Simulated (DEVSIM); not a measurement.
Structure: Co/SiO2/n-Ge capacitor, at 500 K.

| layer (left to right) | material | thickness (nm) | Nd (cm⁻³) |
|---|---|---|---|
| 1 | SiO2 | 1.00 | - |
| 2 | Ge | 820 | 5.2e17 |

Metal gate on the left, work function 5 eV. Fixed charge at the semiconductor interface -4.4e11 cm⁻² (in units of +e); no interface traps.

The device is made up for the run: typed textbook-type constants, with dimensions and the other settings drawn at random. Values at 300 K; Nc and Nv go as T^1.5, mobilities as T to minus their exponent, the gap by Varshni's rule with the affinity fixed.

```
parameter         SiO2        Ge
----------------  ----  --------
gap (eV)             9     0.664
affinity (eV)      0.9         4
permittivity       3.9        16
Nc (cm⁻³)            -   1.04e19
Nv (cm⁻³)            -      6e18
Varshni α (eV/K)     -  0.000477
Varshni β (K)        -       235
```

DEVSIM, 1D Poisson equation in equilibrium, Boltzmann statistics, complete ionisation; no quantum confinement or tunnelling. Metal contacts follow the ideal Schottky-Mott rule: no Fermi-level pinning, no interface dipoles.

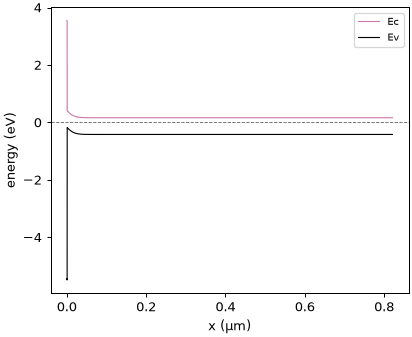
Fig. 1. Band edges at 0.55 V on the gate

Energies count from the Fermi level of the right contact; mesh points crowd at the junctions.

```json
[
 {"x (μm)": "0.000", "Ec (eV)": "3.550", "Ev (eV)": "-5.450", "n (cm⁻³)": "< 1e2", "p (cm⁻³)": "< 1e2", "field (V/cm)": "-450000"},
 {"x (μm)": "0.0004713", "Ec (eV)": "3.529", "Ev (eV)": "-5.471", "n (cm⁻³)": "< 1e2", "p (cm⁻³)": "< 1e2", "field (V/cm)": "-450000"},
 {"x (μm)": "0.0008616", "Ec (eV)": "3.511", "Ev (eV)": "-5.489", "n (cm⁻³)": "< 1e2", "p (cm⁻³)": "< 1e2", "field (V/cm)": "-450000"},
 {"x (μm)": "0.001582", "Ec (eV)": "0.396", "Ev (eV)": "-0.186", "n (cm⁻³)": "2.3e15", "p (cm⁻³)": "1.7e17", "field (V/cm)": "-160000"},
 {"x (μm)": "0.003635", "Ec (eV)": "0.366", "Ev (eV)": "-0.216", "n (cm⁻³)": "4.6e15", "p (cm⁻³)": "8.5e16", "field (V/cm)": "-140000"},
 {"x (μm)": "0.006584", "Ec (eV)": "0.327", "Ev (eV)": "-0.255", "n (cm⁻³)": "1.1e16", "p (cm⁻³)": "3.5e16", "field (V/cm)": "-120000"},
 {"x (μm)": "0.01142", "Ec (eV)": "0.275", "Ev (eV)": "-0.307", "n (cm⁻³)": "3.8e16", "p (cm⁻³)": "1.0e16", "field (V/cm)": "-93000"},
 {"x (μm)": "0.02505", "Ec (eV)": "0.193", "Ev (eV)": "-0.389", "n (cm⁻³)": "2.5e17", "p (cm⁻³)": "1.6e15", "field (V/cm)": "-33000"},
 {"x (μm)": "0.04315", "Ec (eV)": "0.166", "Ev (eV)": "-0.416", "n (cm⁻³)": "4.7e17", "p (cm⁻³)": "8.3e14", "field (V/cm)": "-4800"},
 {"x (μm)": "0.07678", "Ec (eV)": "0.162", "Ev (eV)": "-0.420", "n (cm⁻³)": "5.2e17", "p (cm⁻³)": "7.6e14", "field (V/cm)": "-99"},
 {"x (μm)": "0.1365", "Ec (eV)": "0.162", "Ev (eV)": "-0.420", "n (cm⁻³)": "5.2e17", "p (cm⁻³)": "7.5e14", "field (V/cm)": "≈ 0"},
 {"x (μm)": "0.2874", "Ec (eV)": "0.162", "Ev (eV)": "-0.420", "n (cm⁻³)": "5.2e17", "p (cm⁻³)": "7.5e14", "field (V/cm)": "≈ 0"},
 {"x (μm)": "0.4865", "Ec (eV)": "0.162", "Ev (eV)": "-0.420", "n (cm⁻³)": "5.2e17", "p (cm⁻³)": "7.5e14", "field (V/cm)": "≈ 0"},
 {"x (μm)": "0.6332", "Ec (eV)": "0.162", "Ev (eV)": "-0.420", "n (cm⁻³)": "5.2e17", "p (cm⁻³)": "7.5e14", "field (V/cm)": "≈ 0"},
 {"x (μm)": "0.7323", "Ec (eV)": "0.162", "Ev (eV)": "-0.420", "n (cm⁻³)": "5.2e17", "p (cm⁻³)": "7.5e14", "field (V/cm)": "≈ 0"},
 {"x (μm)": "0.7716", "Ec (eV)": "0.162", "Ev (eV)": "-0.420", "n (cm⁻³)": "5.2e17", "p (cm⁻³)": "7.5e14", "field (V/cm)": "≈ 0"},
 {"x (μm)": "0.7937", "Ec (eV)": "0.162", "Ev (eV)": "-0.420", "n (cm⁻³)": "5.2e17", "p (cm⁻³)": "7.5e14", "field (V/cm)": "≈ 0"},
 {"x (μm)": "0.8061", "Ec (eV)": "0.162", "Ev (eV)": "-0.420", "n (cm⁻³)": "5.2e17", "p (cm⁻³)": "7.5e14", "field (V/cm)": "≈ 0"},
 {"x (μm)": "0.8145", "Ec (eV)": "0.162", "Ev (eV)": "-0.420", "n (cm⁻³)": "5.2e17", "p (cm⁻³)": "7.5e14", "field (V/cm)": "≈ 0"},
 {"x (μm)": "0.8179", "Ec (eV)": "0.162", "Ev (eV)": "-0.420", "n (cm⁻³)": "5.2e17", "p (cm⁻³)": "7.5e14", "field (V/cm)": "≈ 0"},
 {"x (μm)": "0.8197", "Ec (eV)": "0.162", "Ev (eV)": "-0.420", "n (cm⁻³)": "5.2e17", "p (cm⁻³)": "7.5e14", "field (V/cm)": "≈ 0"},
 {"x (μm)": "0.8210", "Ec (eV)": "0.162", "Ev (eV)": "-0.420", "n (cm⁻³)": "5.2e17", "p (cm⁻³)": "7.5e14", "field (V/cm)": "≈ 0"}
]
```
